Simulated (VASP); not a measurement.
Energy against volume of LiH (rock salt). Method: PBEsol GGA, VASP's PBE PAW potentials (set 64) (plane waves; VASP 6.6.1).

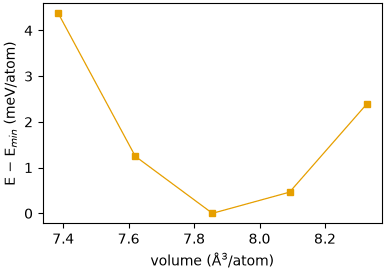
Figure. Energy against volume

Task: Estimate the equilibrium volume and the bulk modulus.

Result: The minimum lies near 7.9 Å³/atom, and the curvature gives B0 of about 37 GPa.

The compound is LiH in the rock salt structure. It was relaxed first, which changed the volume by -7 %.
